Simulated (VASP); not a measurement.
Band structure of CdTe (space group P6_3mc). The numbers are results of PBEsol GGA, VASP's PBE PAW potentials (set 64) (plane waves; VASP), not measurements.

Unless said otherwise, spin-orbit coupling is left out, though it shifts the bands of the heavy elements here.

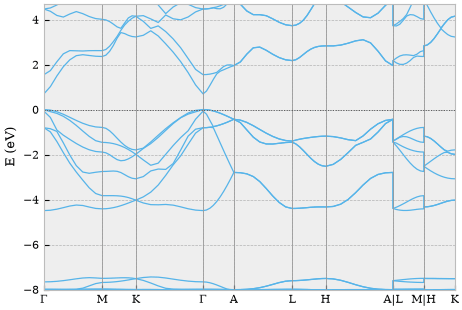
*Bands along high-symmetry lines, zero at the valence-band maximum or, without a gap, the Fermi level*

### Question
Read the plot: is there a gap, and where are the band edges?

### Answer
The gap is direct, 0.70 eV, from the valence maximum at Γ to the conduction minimum at Γ. (Edges off the drawn lines would not show.)

The structure comes from a computed database's CdTe entry (P6_3mc); how it stands against other phases isn't given here. It was relaxed first.
